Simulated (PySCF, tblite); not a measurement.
**C2H9OSSi2 radical: geometry, infrared bands and EPR parameters**

Aim: predict the infrared bands and EPR parameters of C2H9OSSi2 radical (`CS[Si@@H](C)[SiH]O`).

Programs: tblite 0.8.0 and PySCF 2.14.0, with density-fitted response routines of our own. Each step states its level of theory. These are calculated values for one molecule in the gas phase, unless marked as measured. Atoms count from 0, in the outputs and in this text.

## 1. The starting structure

15 atoms, charge 0, multiplicity 2; geometry from: force field or distance geometry start.

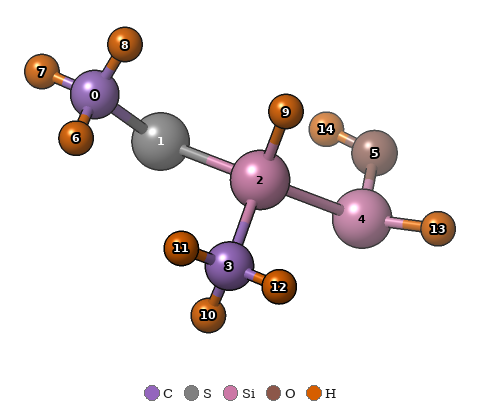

The starting geometry (carbon purple, sulfur grey, silicon pink, oxygen brown, hydrogen orange), atoms numbered; sticks join atoms by distance.

## 2. Optimising the geometry with GFN2-xTB

Job settings and geometry (Å):

```
{"job": {"kind": "relax", "xc": "GFN2-xTB", "basis": "xTB"}, "charge": 0, "multiplicity": 2}
C      2.370200    -0.424300     1.310900
S      1.166200    -1.155800     0.161700
Si    -0.510500     0.176300     0.278800
C     -0.088000     1.771400    -0.570400
Si    -2.314300    -0.823600    -0.793600
O     -2.467700    -2.418700    -0.359900
H      2.644400     0.585100     0.977500
H      3.268700    -1.035700     1.345000
H      1.952600    -0.370900     2.323700
H     -0.819200     0.402800     1.718700
H      0.174500     1.606600    -1.614400
H      0.761700     2.246200    -0.074800
H     -0.928100     2.471700    -0.522700
H     -3.572800    -0.107300    -0.498000
H     -1.642000    -2.915800    -0.244000
```

The run is started by

```sh
$ OMP_NUM_THREADS=1 python probes_run.py task.json out
```

One launch serves the whole session: the jobs run in the order shown.

The program printed:

```text
step      E/eV     max force
  0    -534.33353    1.589
  1    -534.39415    0.793
  2    -534.42623    0.413
  3    -534.44045    0.366
  4    -534.45940    0.534
  5    -534.47890    0.559
  6    -534.49924    0.444
  7    -534.51345    0.339
  8    -534.52260    0.312
  9    -534.53065    0.328
 10    -534.53861    0.302
 11    -534.54563    0.235
 12    -534.55156    0.168
 13    -534.55752    0.243
 14    -534.56468    0.309
 15    -534.57245    0.262
 16    -534.57743    0.147
 17    -534.57985    0.112
 18    -534.58145    0.096
 19    -534.58251    0.097
 20    -534.58340    0.087
 21    -534.58413    0.078
 22    -534.58476    0.089
 23    -534.58541    0.088
 24    -534.58606    0.075
 25    -534.58659    0.059
 26    -534.58697    0.053
 27    -534.58732    0.056
 28    -534.58769    0.062
 29    -534.58807    0.068
 30    -534.58835    0.057
 31    -534.58852    0.044
 32    -534.58867    0.047
 33    -534.58889    0.066
 34    -534.58919    0.086
 35    -534.58955    0.088
 36    -534.58993    0.066
 37    -534.59036    0.056
 38    -534.59089    0.063
 39    -534.59146    0.063
 40    -534.59185    0.049
 41    -534.59207    0.037
 42    -534.59227    0.038
 43    -534.59252    0.042
 44    -534.59286    0.054
 45    -534.59324    0.050
 46    -534.59357    0.043
 47    -534.59384    0.042
 48    -534.59408    0.045
 49    -534.59434    0.039
 50    -534.59460    0.038
 51    -534.59483    0.035
 52    -534.59501    0.027
 53    -534.59512    0.026
 54    -534.59519    0.025
 55    -534.59529    0.025
 56    -534.59541    0.030
 57    -534.59553    0.035
 58    -534.59566    0.037
 59    -534.59586    0.037
 60    -534.59617    0.047
 61    -534.59666    0.066
 62    -534.59713    0.065
 63    -534.59732    0.083
 64    -534.59769    0.039
 65    -534.59793    0.029
 66    -534.59824    0.036
 67    -534.59853    0.038
 68    -534.59881    0.035
 69    -534.59897    0.029
 70    -534.59913    0.031
 71    -534.59931    0.040
 72    -534.59949    0.040
 73    -534.59962    0.029
 74    -534.59971    0.026
 75    -534.59982    0.027
 76    -534.59995    0.028
 77    -534.60010    0.018
 78    -534.60015    0.016
 79    -534.60020    0.019
 80    -534.60027    0.029
 81    -534.60040    0.039
 82    -534.60055    0.038
 83    -534.60067    0.025
 84    -534.60076    0.025
 85    -534.60085    0.035
 86    -534.60096    0.043
 87    -534.60107    0.032
 88    -534.60115    0.022
 89    -534.60120    0.022
 90    -534.60127    0.027
 91    -534.60139    0.039
 92    -534.60157    0.042
 93    -534.60175    0.027
 94    -534.60187    0.029
 95    -534.60194    0.020
 96    -534.60202    0.024
 97    -534.60214    0.030
 98    -534.60229    0.034
 99    -534.60238    0.028
100    -534.60246    0.021
101    -534.60256    0.017
102    -534.60267    0.016
103    -534.60275    0.019
104    -534.60279    0.012
105    -534.60282    0.038
106    -534.60286    0.020
107    -534.60289    0.009
```

Run time: 0.64 s. Hardware: 1 thread of Arm Neoverse V2, shared host.

Step by step: (not every step is listed)

| step | energy from step 0 (eV) | largest force (eV/Å) |
| --- | --- | --- |
| 0 | 0.0000 | 1.5885 |
| 1 | -0.0606 | 0.7933 |
| 2 | -0.0927 | 0.4127 |
| 3 | -0.1069 | 0.3655 |
| 4 | -0.1259 | 0.5343 |
| 5 | -0.1454 | 0.5586 |
| 6 | -0.1657 | 0.4437 |
| 7 | -0.1799 | 0.3387 |
| 8 | -0.1891 | 0.3116 |
| 17 | -0.2463 | 0.1120 |
| 26 | -0.2534 | 0.0533 |
| 35 | -0.2560 | 0.0880 |
| 44 | -0.2593 | 0.0540 |
| 53 | -0.2616 | 0.0262 |
| 62 | -0.2636 | 0.0649 |
| 71 | -0.2658 | 0.0397 |
| 80 | -0.2667 | 0.0294 |
| 89 | -0.2677 | 0.0225 |
| 98 | -0.2688 | 0.0341 |
| 102 | -0.2691 | 0.0160 |
| 103 | -0.2692 | 0.0193 |
| 104 | -0.2693 | 0.0118 |
| 105 | -0.2693 | 0.0381 |
| 106 | -0.2693 | 0.0204 |
| 107 | -0.2694 | 0.0095 |

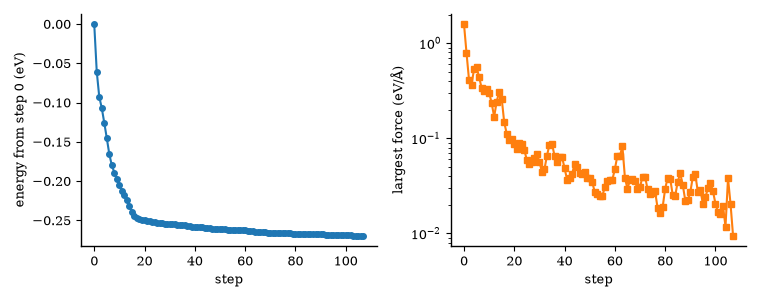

Energy and largest force along the relaxation.

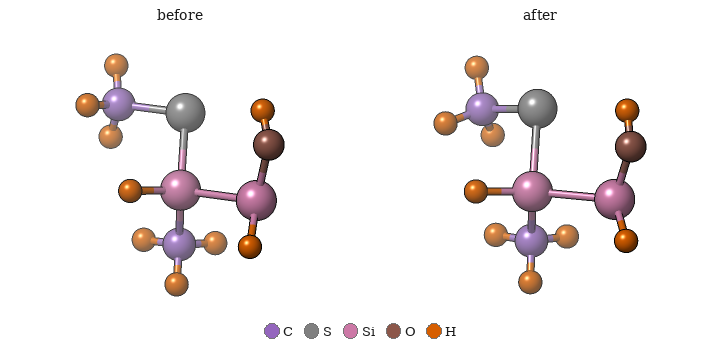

The geometry before (left) and after (right).

Close pairs (by a distance rule), those that changed most:

| bond | before (Å) | after (Å) | change (Å) |
| --- | --- | --- | --- |
| S1–Si2 | 2.145 | 2.195 | +0.050 |
| Si2–C3 | 1.856 | 1.905 | +0.049 |
| Si2–Si4 | 2.325 | 2.284 | -0.040 |
| Si4–O5 | 1.660 | 1.632 | -0.028 |
| O5–H14 | 0.971 | 0.954 | -0.017 |
| Si4–H13 | 1.478 | 1.464 | -0.014 |
| C0–H6 | 1.098 | 1.086 | -0.012 |
| C0–H8 | 1.097 | 1.086 | -0.010 |

The next job starts from the end point, and lists it.

## 3. Vibrational analysis with GFN2-xTB

Job settings and geometry (Å):

```
{"job": {"kind": "ir", "xc": "GFN2-xTB", "basis": "xTB"}, "charge": 0, "multiplicity": 2}
C      2.318219    -0.350506     1.162634
S      0.929066    -1.317834     0.518008
Si    -0.656874     0.199364     0.522237
C     -0.027141     1.749892    -0.386990
Si    -2.208562    -0.802457    -0.821866
O     -2.446950    -2.378168    -0.469828
H      2.624243     0.379932     0.419422
H      3.129240    -1.045724     1.354820
H      2.026544     0.142666     2.085645
H     -0.652529     0.579284     1.958349
H      0.277424     1.529473    -1.406416
H      0.822999     2.193290     0.123920
H     -0.805729     2.504684    -0.431293
H     -3.613039    -0.391673    -0.845013
H     -1.721324    -2.984232    -0.345129
```

The program printed:

```text
mode    cm-1     km/mol
  1      41.3      3.53
  2      44.4      2.54
  3      88.8      0.63
  4     106.8      0.42
  5     128.9      1.14
  6     155.5      1.37
  7     176.7      7.80
  8     180.1      8.89
  9     206.3      3.25
 10     340.1     92.38
 11     403.0     76.60
 12     445.8     21.15
 13     487.3      2.97
 14     599.0    242.84
 15     638.8     16.10
 16     689.5     62.43
 17     733.1     26.49
 18     739.6     72.33
 19     800.2    485.23
 20     816.7     86.21
 21     835.3     56.26
 22     884.0    139.54
 23     950.7      0.23
 24     958.5      7.98
 25    1324.1      5.76
 26    1376.2      8.48
 27    1457.3      3.91
 28    1464.5      5.59
 29    1489.7      0.24
 30    1500.4      0.10
 31    2028.7    290.91
 32    2232.6    439.45
 33    3018.1      8.45
 34    3025.6     13.29
 35    3031.2     27.81
 36    3032.6     23.16
 37    3046.9     21.59
 38    3050.4      5.71
 39    3664.2     17.75
```

It took 0.46 s on 1 thread of Arm Neoverse V2, shared host.

The strongest bands and the atoms that carry them (share of the mass-weighted mode):

| cm⁻¹ | km/mol | atoms |
| --- | --- | --- |
| 340 | 92.4 | H14 40 %, H13 33 % |
| 403 | 76.6 | H14 43 %, H13 25 %, S1 11 % |
| 599 | 242.8 | H9 77 % |
| 800 | 485.2 | H14 52 %, O5 14 % |
| 817 | 86.2 | H12 35 %, H11 19 %, C3 13 %, H14 11 % |
| 884 | 139.5 | O5 51 %, Si4 37 % |
| 2029 | 290.9 | H9 97 % |
| 2233 | 439.4 | H13 97 % |

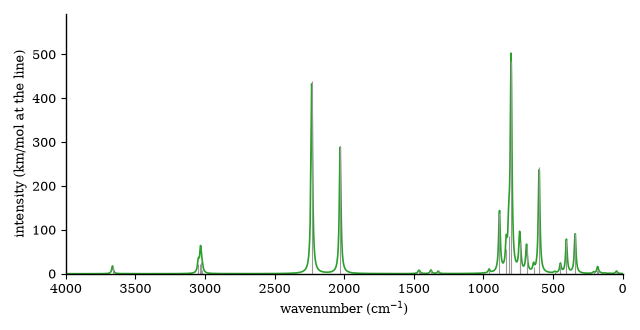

The infrared spectrum from these modes, unscaled. Lines are broadened to a width of 14 cm⁻¹ (Lorentzian).

## 4. EPR parameters: B3LYP/pcH-1

The job, as its differences from that of step 3:

```diff
@@ -1,2 +1,2 @@
-{"job": {"kind": "ir", "xc": "GFN2-xTB", "basis": "xTB"}, "charge": 0, "multiplicity": 2}
+{"job": {"kind": "epr", "basis": "pcH-1"}, "charge": 0, "multiplicity": 2}
 C      2.318219    -0.350506     1.162634
```

Method: UKS B3LYP, pcH-1 on C H O S Si, non-relativistic, mean-field spin-orbit, GIAO.

The program printed:

```text
UKS, coarse grid
  cycle   1  E = -1133.94359677  |g| = 6.41e-01
  cycle   2  E = -1133.51650837  |g| = 1.19e+00
  cycle   3  E = -1134.08661910  |g| = 1.57e-01
  cycle   4  E = -1134.09574538  |g| = 6.79e-02
  cycle   5  E = -1134.09790055  |g| = 1.13e-02
  cycle   6  E = -1134.09796543  |g| = 5.11e-03
  cycle   7  E = -1134.09798087  |g| = 1.25e-03
  cycle   8  E = -1134.09798034  |g| = 5.23e-04
UKS, final grid
  cycle   1  E = -1134.09801328  |g| = 6.64e-04
  cycle   2  E = -1134.09801307  |g| = 9.70e-04
  cycle   3  E = -1134.09801350  |g| = 8.15e-05
  cycle   4  E = -1134.09801350  |g| = 2.63e-05
E = -1134.09801350 Eh   <S^2> = 0.7524 (exact 0.7500)
g shifts (ppm)      1          2          3
  rmc          -157       -157       -157
  gc             41          6         48
  oz_so        -465        204       2769
  total        -581         52       2660
hyperfine (MHz)  atom isotope    a_iso     a_fc   dipolar eigenvalues
    0   13C       0.62       0.62     -0.25     -0.01      0.26
    1   33S      -0.62      -0.62     -1.48     -0.40      1.88
    2  29Si    -116.31    -116.46    -21.64      8.42     13.22
    3   13C      -1.79      -1.79     -0.70      0.07      0.62
    4  29Si    -469.22    -470.09   -142.77     69.58     73.19
    5   17O     -11.95     -11.84    -41.04     19.92     21.12
    6    1H       0.81       0.81     -0.64     -0.46      1.10
    7    1H      -0.09      -0.09     -0.47     -0.37      0.84
    8    1H       2.16       2.16     -0.88     -0.28      1.15
    9    1H      68.93      68.92     -2.48     -0.49      2.97
   10    1H       0.73       0.73     -2.28     -1.43      3.71
   11    1H      -1.42      -1.42     -1.15     -0.45      1.61
   12    1H       1.31       1.31     -1.71     -0.98      2.69
   13    1H      56.25      56.23     -7.68      0.57      7.10
   14    1H      -6.58      -6.63    -10.02     -4.73     14.75
```

Run time: 70 s. Hardware: 1 thread of Arm Neoverse V2, shared host; peak memory 1 GiB.

Principal g values 2.00174, 2.00237, 2.00498; g(iso) = 2.00303, against 2.00232 for a free electron.

Hyperfine couplings; where a row names several nuclei, a(iso) is their mean (it holds for fast rotation or exchange) and the dipolar term the largest among them:

| nuclei | isotope | a(iso) (MHz) | a(iso) (G, at g = 2.0023) | largest dipolar term (MHz) |
| --- | --- | --- | --- | --- |
| Si4 | 29Si | -469.2 | -167.4 | -142.8 |
| Si2 | 29Si | -116.3 | -41.5 | -21.6 |
| H9 | 1H | 68.9 | 24.6 | 3.0 |
| H13 | 1H | 56.2 | 20.1 | -7.7 |
| O5 | 17O | -11.9 | -4.3 | -41.0 |
| H14 | 1H | -6.6 | -2.3 | 14.7 |
| C3 | 13C | -1.8 | -0.6 | -0.7 |
| H6, H7, H8 | 1H | 1.0 | 0.3 | 1.2 |
| S1 | 33S | -0.6 | -0.2 | 1.9 |
| C0 | 13C | 0.6 | 0.2 | 0.3 |
| H10, H11, H12 | 1H | 0.2 | 0.1 | 3.7 |

Mulliken spin populations:

C0 0.00; S1 0.00; Si2 0.09; C3 0.00; Si4 0.78; O5 0.09; H6 0.00; H7 0.00; H8 0.00; H9 0.04; H10 0.00; H11 0.00; H12 0.00; H13 0.02; H14 0.00

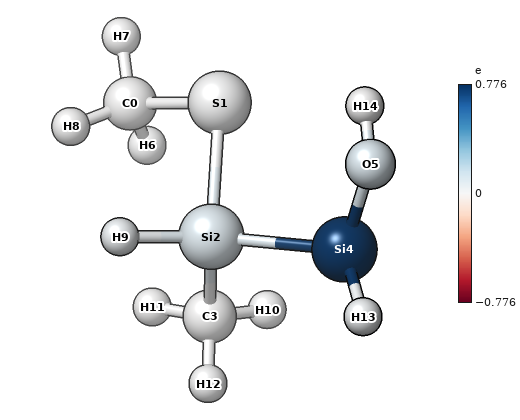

Mulliken spin populations, as colours on the atoms.

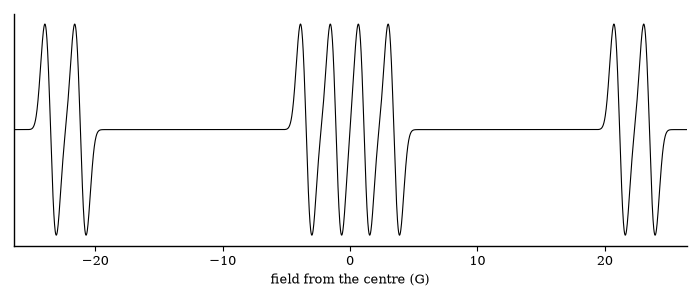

First-order isotropic spectrum (first derivative, main isotopes with spin only, couplings over 0.8 MHz, Gaussian width 0.3 G; couplings of the frozen geometry, rotation of groups not averaged beyond the rows shown).

Orbitals, density, ELF and potential are computed afterwards from the orbital file.

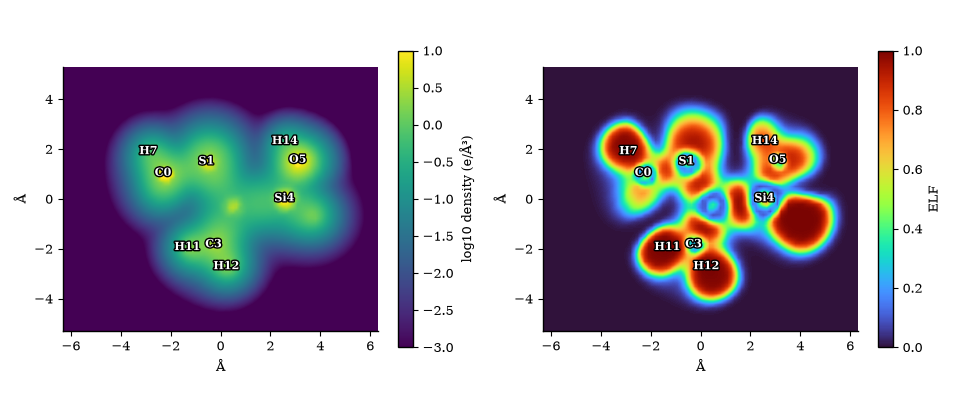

Density (left) and ELF (right) in a plane through or near 9 of the atoms.

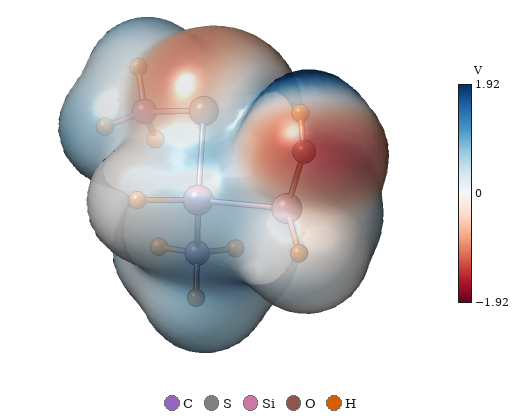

Electrostatic potential on the surface of density 0.002 e/bohr³; red is low, blue high. It runs from -1.29 V near O5 to 1.92 V near H14.

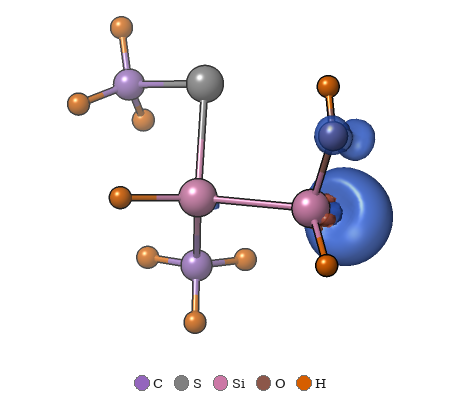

Spin density at ±0.08 e/Å³ (alpha excess blue, beta excess red).

## 5. Summary of results

| quantity | value |
| --- | --- |
| strongest single infrared mode (GFN2-xTB) | 800 cm⁻¹, 485 km/mol |
| zero-point energy (GFN2-xTB) | 66.0 kcal/mol |
| g(iso) (B3LYP) | 2.00303 |
| ⟨S²⟩ | 0.752 (exact 0.75) |
| largest a(iso) (averaged by class) | 29Si on Si4, -469.2 MHz |
| surface potential, least and greatest | -1.29 V and 1.92 V |

In words: The optimisation took 107 steps and gained 0.269 eV; among the close pairs (by a distance rule), S1–Si2 changed most, from 2.145 to 2.195 Å. All 39 modes are real, so the xTB geometry is a minimum. The strongest single mode, at 800 cm⁻¹, moves mainly H14. Unscaled tight-binding wavenumbers are off by several per cent, some by more. Its intensities can rank the bands wrongly. Most of the unpaired spin sits on Si4 (0.78 e). The isotropic g lies 0.7 ppt above the free-electron value.
